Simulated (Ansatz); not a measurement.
BN (wurtzite)

```yaml
crystal:
  lattice:
    - [5.10816, 0.00000, 0.00000]
    - [-1.27704, 2.21190, 0.00000]
    - [0.00000, 0.00000, 4.22393]
  atoms:
    - { symbol: B, position: [0.33333, 0.33333, 0.99992] }
    - { symbol: B, position: [0.83333, 0.33333, 0.99992] }
    - { symbol: B, position: [0.16667, 0.66667, 0.49992] }
    - { symbol: B, position: [0.66667, 0.66667, 0.49992] }
    - { symbol: N, position: [0.33333, 0.33333, 0.62528] }
    - { symbol: N, position: [0.83333, 0.33333, 0.62528] }
    - { symbol: N, position: [0.16667, 0.66667, 0.12528] }
    - { symbol: N, position: [0.66667, 0.66667, 0.12528] }
```

The atoms are displaced by Q × the pattern below (from a DFPT mode at M = (0.5, 0.0, 0.0), largest move 1; Q in Å), at fixed cell. (q is in reciprocal vectors of the primitive cell; the cell shown is doubled to hold the pattern.)

```tsv
atom	x	y	z
B1	-0.866	-0.500	-0.006
B2	0.866	0.500	0.006
B3	0.866	0.500	-0.006
B4	-0.866	-0.500	0.006
N5	0.305	0.176	-0.023
N6	-0.305	-0.176	0.023
N7	-0.305	-0.176	-0.023
N8	0.305	0.176	0.023
```

The numbers are results of PBE (plane waves to 420 eV, PAW, scalar-relativistic; Ansatz, a first-principles code), not measurements. k mesh 15×15×8 (Γ-centred), Fermi-Dirac smearing 0.05 eV. E stands for the smeared free energy. BN was relaxed with its symmetry unable to fall. The PAW data are Ansatz's earlier set. The zero of ΔE is the undisplaced structure.

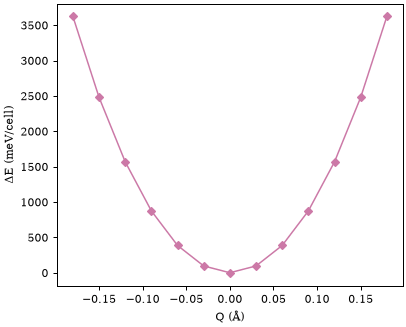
Fig. 1. ΔE (meV/cell) against Q (Å); computed points joined by lines.

Task: What is the energy change at Q = 0.180 Å?

Result: About 3600 meV/cell.

Task: What harmonic wavenumber does the curvature at Q = 0 give?

Result: About 1100 cm⁻¹.

(For displaced atoms, the force is minus the slope of the energy, and its curvature is a force constant, which sets phonon frequencies.)
